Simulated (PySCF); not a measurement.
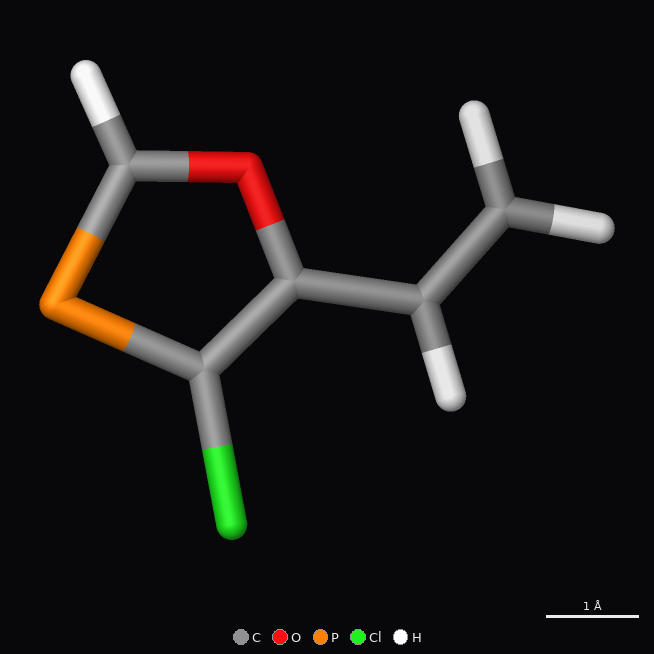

Rendered structure (stick style).

The computed structure is the end point of a GFN2-xTB optimisation. No frequency run is at hand to confirm it as a minimum.

Describe the molecule.

It has 12 atoms: 5 carbon, 4 hydrogen, 1 chlorine, 1 oxygen and 1 phosphorus (C5H4ClOP). SMILES: `C=Cc1ocpc1Cl`. Independent rings (smallest set): 1 of 5 members, 1 of them aromatic. Among its groups: alkene, C–Cl bond. This geometry has Cs symmetry. All atoms lie on one plane. Coordination: 5 C trigonal planar; 1 O bent; 1 P bent.

The parts below concern this one geometry. Atoms keep their numbers from picture to picture.

### Geometry

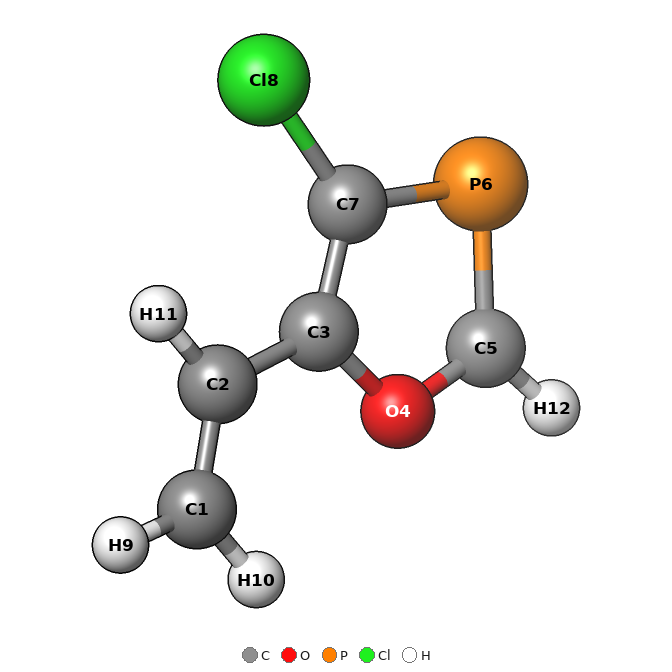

The atoms are numbered. No frequency run is at hand to confirm it as a minimum.

Give these bond angles: C1–C2–C3, C1–C2–H11, C2–C1–H9, C2–C1–H10, C3–C2–H11, C3–C7–P6, C3–C7–Cl8, O4–C5–P6, O4–C5–H12, C5–P6–C7, P6–C5–H12, P6–C7–Cl8.

```json
{"angle": "C1–C2–C3", "degrees": "123.7"}
{"angle": "C1–C2–H11", "degrees": "121.6"}
{"angle": "C2–C1–H9", "degrees": "121.5"}
{"angle": "C2–C1–H10", "degrees": "121.3"}
{"angle": "C3–C2–H11", "degrees": "114.7"}
{"angle": "C3–C7–P6", "degrees": "112.3"}
{"angle": "C3–C7–Cl8", "degrees": "123.6"}
{"angle": "O4–C5–P6", "degrees": "116.8"}
{"angle": "O4–C5–H12", "degrees": "115.0"}
{"angle": "C5–P6–C7", "degrees": "86.1"}
{"angle": "P6–C5–H12", "degrees": "128.3"}
{"angle": "P6–C7–Cl8", "degrees": "124.2"}
```

### Dipole moment

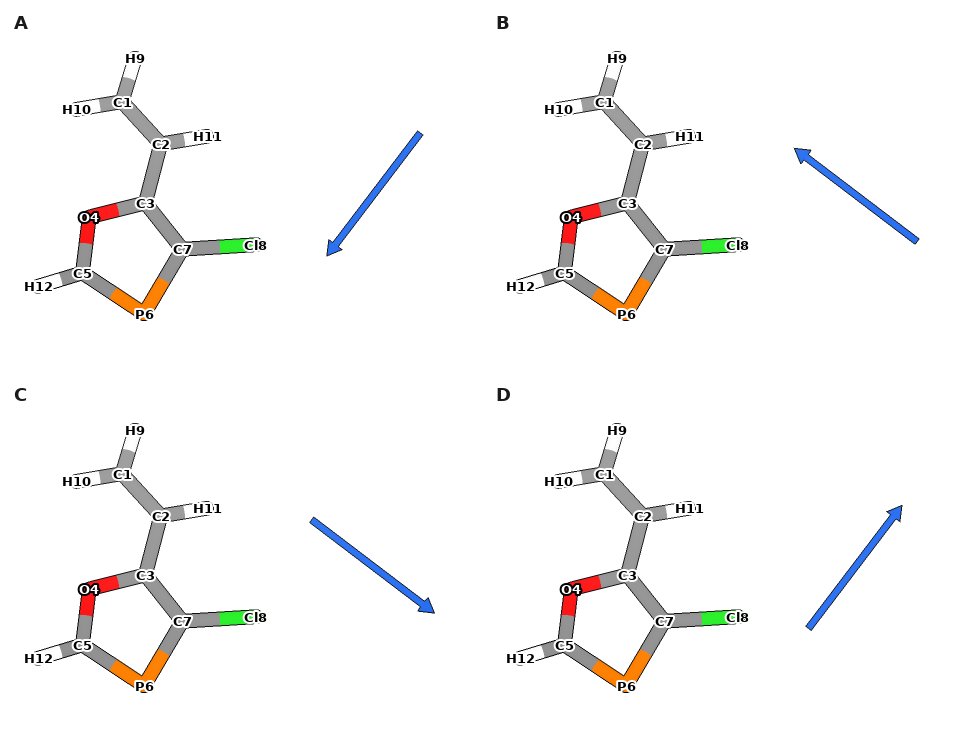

The same molecule four times, each with an arrow. No frequency run is at hand to confirm it as a minimum. Method: B3LYP/def2-SVPD, gas phase (PySCF 2.14.0).

**Which arrow points along the dipole moment, from the negative to the positive end?**

B. The dipole moment is 1.64 D; it points from the side of Cl8 to the side of H10 (the outermost atoms at the two ends).

### Polarisability

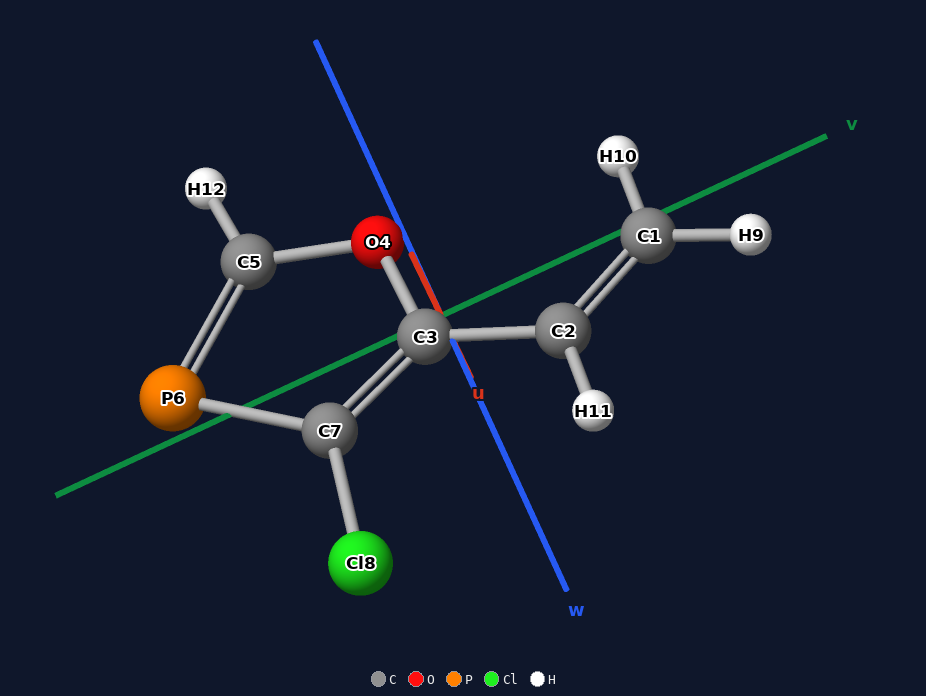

The lines u, v and w are the principal axes of the static dipole polarisability. No frequency run is at hand to confirm it as a minimum. Method: B3LYP/def2-SVPD (PySCF 2.14.0).

**Along which axis is the molecule most polarisable, and along which least?**

Most along v (in the molecular plane, close to the long direction C1···P6), least along u (normal to the molecular plane).

**Give the three principal values.**

u 62.3, v 143.1, w 109.4 bohr³; mean 104.9, anisotropy 70.3 bohr³.

### Excitation

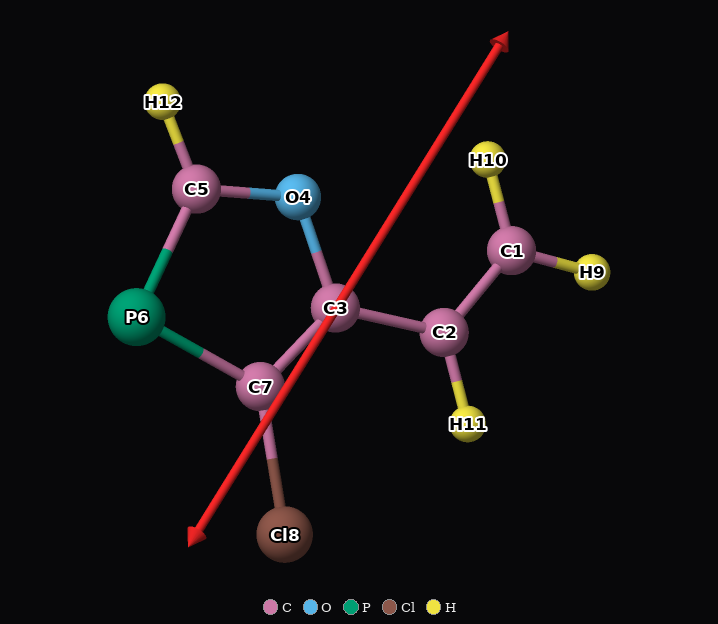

The double arrow shows the direction of the transition dipole to excited singlet state 3 (its length means nothing). No frequency run is at hand to confirm it as a minimum. Method: TDDFT B3LYP/def2-SVPD, vertical, gas phase, core orbitals frozen in the response (PySCF 2.14.0).

**How is the transition polarised?**

In the molecular plane, nearly parallel to the C5–P6 bond.

**Where does the transition lie, and how strong is it?**

5.41 eV (229 nm), oscillator strength 0.26, of mixed character, with the largest part HOMO−1 → LUMO (weight 0.45); transition dipole 3.56 D.

The geometry is semi-empirical. Around P such bond lengths and angles can be off by a tenth of an ångström or more and by several degrees, and values that hang on the shape move with them.
